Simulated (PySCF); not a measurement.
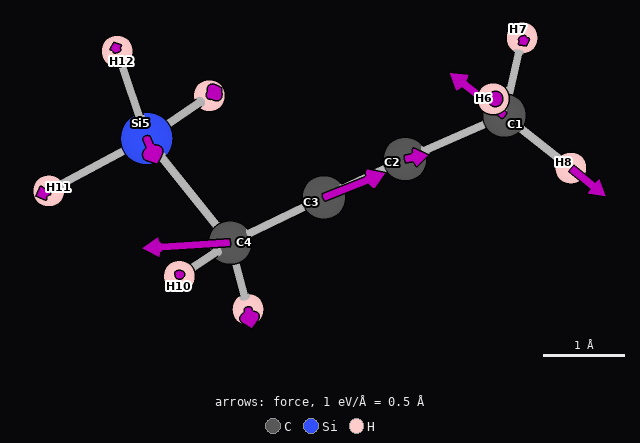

Starting geometry of C4H8Si with the computed forces as purple arrows. Style: ball-and-stick. Shown at a tilt.

The start comes from GFN2-xTB. Its atoms were then displaced at random by about 0.01 Å.

Computed with PySCF, PBE0-D3(BJ)/def2-SVP geometry optimisation, gas phase. 

Is this structure relaxed? If not, where do the atoms go?

It isn't relaxed: the largest force vector, on a C atom, is 2.33 eV/Å. The final displacements have little in common with the starting forces (cosine between the two patterns 0.25). The atom that moves furthest after the best rigid fit is an H atom (0.13 Å). Largest moves by element: H 0.13 Å, C 0.06 Å, Si 0.04 Å. Among the contacts that change: C–C 1.396 → 1.452 Å, C–Si 1.935 → 1.899 Å, C–H 1.067 → 1.101 Å, H–Si 1.461 → 1.493 Å. Among the angles between lasting bonds that change: H–C–H 110.9° → 107.6°, C–C–H 108.7° → 111.4°. After 4 geometry steps the energy has fallen by 0.138 eV. Cost: 22 s on 1 thread of Arm Neoverse V2, on a shared host.
